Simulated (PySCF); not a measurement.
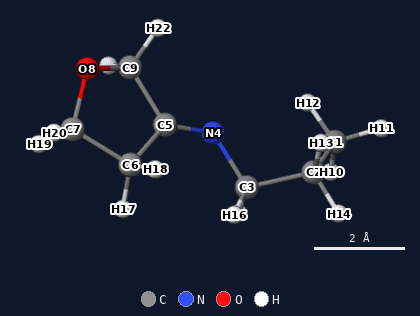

The input geometry of run A (ball-and-stick view, seen at a tilt; atoms are numbered from 1 in the order of the input). Bond lengths as drawn: C–C 1.51 to 1.53 Å, C–H 1.09 to 1.10 Å, C–N 1.25 to 1.44 Å and C–O 1.41 Å.

**Two runs on C7H13NO**

System: C7H13NO.
Method of run A: GIAO BHandHLYP/6-31G* NMR shielding, non-relativistic, gas phase (PySCF 2.14.0).

The geometry comes from this level: GFN2-xTB. Text and figures count atoms from 1; the logs count them from 0 in places.

## Input file, run A
```
{"job": {"xc": "BHandHLYP", "basis": "6-31G*", "kind": "nmr", "pop": false}, "charge": 0, "multiplicity": 1}
C      3.217746     0.259663    -0.785749
C      2.470428     0.445860     0.527324
C      1.232237    -0.451377     0.601515
N      0.310991    -0.073172    -0.432163
C     -0.926637    -0.022778    -0.253474
C     -1.773397    -0.310798     0.970934
C     -3.193032    -0.239545     0.401786
O     -3.125565     0.613923    -0.723498
C     -1.884437     0.379132    -1.348061
H      3.609866    -0.752222    -0.861077
H      4.047969     0.958307    -0.856286
H      2.539226     0.430161    -1.616524
H      2.152674     1.485891     0.622427
H      3.124157     0.211449     1.370174
H      1.531660    -1.487366     0.406985
H      0.793202    -0.403535     1.608887
H     -1.544904    -1.280088     1.412072
H     -1.604382     0.466273     1.719675
H     -3.528102    -1.241911     0.093378
H     -3.924938     0.184048     1.090272
H     -1.961295    -0.438797    -2.082189
H     -1.573877     1.286267    -1.867256
```

The first line tells a small driver script what to run in PySCF; the rest is the geometry in Å.

Command:
```bash
OMP_NUM_THREADS=1 python <driver script> task.json out
```

Hardware: 1 CPU thread, shared host.

## Output (run A)
```
coarse grid: 17816 points
cycle   1  E = -404.2149462486  dE =  1.524e+00  |g| = 6.405e-01  |ddm| = 4.198e+00
cycle   2  E = -404.2096200597  dE =  5.326e-03  |g| = 7.133e-01  |ddm| = 1.105e+00
cycle   3  E = -404.3083083574  dE = -9.869e-02  |g| = 8.388e-02  |ddm| = 6.393e-01
cycle   4  E = -404.3094887983  dE = -1.180e-03  |g| = 5.318e-02  |ddm| = 1.054e-01
cycle   5  E = -404.3100988970  dE = -6.101e-04  |g| = 9.305e-03  |ddm| = 5.224e-02
cycle   6  E = -404.3101183243  dE = -1.943e-05  |g| = 3.533e-03  |ddm| = 1.190e-02
cycle   7  E = -404.3101212363  dE = -2.912e-06  |g| = 7.592e-04  |ddm| = 4.138e-03
final grid: 170496 points
cycle   8  E = -404.2650959219  dE = -1.811e-05  |g| = 3.598e-03  |ddm| = 1.568e-02
cycle   9  E = -404.2650970540  dE = -1.132e-06  |g| = 3.160e-03  |ddm| = 6.767e-03
cycle  10  E = -404.2650993860  dE = -2.332e-06  |g| = 3.869e-04  |ddm| = 2.766e-03
cycle  11  E = -404.2650994110  dE = -2.500e-08  |g| = 1.796e-04  |ddm| = 4.378e-04
cycle  12  E = -404.2650994177  dE = -6.641e-09  |g| = 4.391e-05  |ddm| = 1.998e-04
cycle  13  E = -404.2650994181  dE = -4.128e-10  |g| = 1.508e-05  |ddm| = 4.945e-05
converged SCF energy = -404.2650994181

GIAO shielding tensors (ppm)
atom      isotropic    diamagn.    paramagn.     s11        s22        s33       span
  0 C      182.541     246.001     -63.460    169.500    184.071    194.050     24.551
  1 C      169.680     243.280     -73.600    162.846    167.303    178.891     16.046
  2 C      142.647     245.530    -102.883    129.094    141.609    157.239     28.145
  3 N      -53.739     325.094    -378.832   -368.833    -69.865    277.481    646.314
  4 C       29.628     245.559    -215.931    -56.888     44.253    101.521    158.409
  5 C      167.309     251.016     -83.707    156.672    167.082    178.172     21.501
  6 C      131.241     242.533    -111.292     93.488    121.644    178.592     85.104
  7 O      311.235     393.312     -82.078    252.887    317.841    362.975    110.088
  8 C      127.763     248.170    -120.407    101.177    117.472    164.640     63.462
  9 H       31.714      29.817       1.896     27.970     29.673     37.498      9.528
 10 H       31.570      28.933       2.638     27.292     29.200     38.219     10.927
 11 H       30.467      29.546       0.921     25.142     30.422     35.837     10.695
 12 H       31.128      30.798       0.329     26.869     30.599     35.915      9.046
 13 H       30.955      30.413       0.542     26.236     30.117     36.512     10.275
 14 H       29.232      32.041      -2.809     25.677     29.388     32.632      6.956
 15 H       29.100      32.657      -3.557     24.150     30.103     33.047      8.897
 16 H       30.555      31.668      -1.113     25.976     30.789     34.901      8.926
 17 H       30.253      31.601      -1.347     25.149     30.307     35.304     10.155
 18 H       28.675      28.718      -0.044     23.493     28.371     34.159     10.666
 19 H       28.302      28.331      -0.029     24.045     27.451     33.411      9.366
 20 H       28.523      29.890      -1.367     24.033     28.418     33.118      9.085
 21 H       28.294      29.879      -1.585     24.236     28.041     32.606      8.370
```

The input of run B differs as follows (lines with − go, lines with + come):
```diff
-"xc": "BHandHLYP"
+"xc": "PBE0"
```

Predict how the results change.

The total energies belong to different methods, so their difference says nothing on which is more stable or more accurate. The HOMO goes from −8.01 to −6.61 eV. The LUMO goes from 1.45 to 0.24 eV. The dipole moment goes from 2.21 to 2.11 D. Of all shieldings, the largest change is that of O8, by −8.9 ppm. The functional changes from BHandHLYP to PBE0. The SCF takes 14 iterations against 13.

## Output (run B)
```
coarse grid: 17816 points
cycle   1  E = -404.0180194720  dE =  1.213e+00  |g| = 6.565e-01  |ddm| = 4.248e+00
cycle   2  E = -403.9267532867  dE =  9.127e-02  |g| = 9.515e-01  |ddm| = 1.549e+00
cycle   3  E = -404.1109103915  dE = -1.842e-01  |g| = 1.411e-01  |ddm| = 9.607e-01
cycle   4  E = -404.1148711352  dE = -3.961e-03  |g| = 5.706e-02  |ddm| = 1.586e-01
cycle   5  E = -404.1155312676  dE = -6.601e-04  |g| = 1.784e-02  |ddm| = 6.265e-02
cycle   6  E = -404.1155961599  dE = -6.489e-05  |g| = 4.611e-03  |ddm| = 2.066e-02
cycle   7  E = -404.1156007064  dE = -4.547e-06  |g| = 4.428e-04  |ddm| = 4.471e-03
final grid: 170496 points
cycle   8  E = -404.0375146379  dE = -4.053e-05  |g| = 1.186e-02  |ddm| = 3.085e-02
cycle   9  E = -404.0374959586  dE =  1.868e-05  |g| = 1.558e-02  |ddm| = 2.376e-02
cycle  10  E = -404.0375468561  dE = -5.090e-05  |g| = 1.598e-03  |ddm| = 1.336e-02
cycle  11  E = -404.0375474009  dE = -5.447e-07  |g| = 1.930e-04  |ddm| = 1.724e-03
cycle  12  E = -404.0375474080  dE = -7.107e-09  |g| = 5.925e-05  |ddm| = 2.228e-04
cycle  13  E = -404.0375474084  dE = -4.597e-10  |g| = 4.128e-05  |ddm| = 8.890e-05
cycle  14  E = -404.0375474088  dE = -3.639e-10  |g| = 8.717e-06  |ddm| = 4.232e-05
converged SCF energy = -404.0375474088

GIAO shielding tensors (ppm)
atom      isotropic    diamagn.    paramagn.     s11        s22        s33       span
  0 C      182.804     246.927     -64.124    169.407    184.303    194.701     25.293
  1 C      169.538     244.119     -74.581    162.273    167.451    178.890     16.617
  2 C      140.679     246.935    -106.257    126.327    139.706    156.003     29.676
  3 N      -49.348     323.731    -373.080   -357.247    -64.232    273.433    630.680
  4 C       30.679     245.720    -215.041    -47.652     43.513     96.176    143.828
  5 C      166.553     251.998     -85.444    155.982    165.716    177.963     21.981
  6 C      129.123     244.022    -114.899     89.694    119.220    178.455     88.761
  7 O      302.320     391.611     -89.292    242.091    307.605    357.263    115.173
  8 C      125.620     249.251    -123.631     99.192    114.723    162.946     63.753
  9 H       31.548      29.712       1.836     27.779     29.481     37.383      9.605
 10 H       31.402      28.870       2.532     27.096     29.024     38.086     10.989
 11 H       30.292      29.348       0.944     24.934     30.180     35.762     10.828
 12 H       30.891      30.590       0.301     26.563     30.336     35.773      9.211
 13 H       30.699      30.359       0.340     25.947     29.843     36.307     10.359
 14 H       28.922      31.885      -2.963     25.384     29.052     32.331      6.947
 15 H       28.799      32.473      -3.675     23.974     29.732     32.689      8.715
 16 H       30.278      31.527      -1.250     25.721     30.489     34.623      8.902
 17 H       29.972      31.430      -1.458     24.837     29.987     35.090     10.253
 18 H       28.348      28.704      -0.355     23.129     28.083     33.833     10.704
 19 H       28.026      28.331      -0.304     23.808     27.216     33.056      9.248
 20 H       28.228      29.655      -1.427     23.786     28.054     32.844      9.058
 21 H       28.041      29.676      -1.635     24.157     27.697     32.270      8.113
```

## The two runs side by side

| quantity | run A | run B |
| --- | --- | --- |
| outcome | converged | converged |
| total energy (hartree) | −404.265099 | −404.037547 |
| HOMO (eV) | −8.01 | −6.61 |
| LUMO (eV) | 1.45 | 0.24 |
| dipole moment (D) | 2.21 | 2.11 |
| shielding of C3 (ppm) | 142.6 | 140.7 |
| shielding of N4 (ppm) | −53.7 | −49.3 |
| shielding of C5 (ppm) | 29.6 | 30.7 |
| shielding of C6 (ppm) | 167.3 | 166.6 |
| shielding of C7 (ppm) | 131.2 | 129.1 |
| shielding of O8 (ppm) | 311.2 | 302.3 |
| shielding of C9 (ppm) | 127.8 | 125.6 |
| SCF iterations | 13 | 14 |
| basis functions | 152 | 152 |
| wall time (shared host) | 21 s | 22 s |
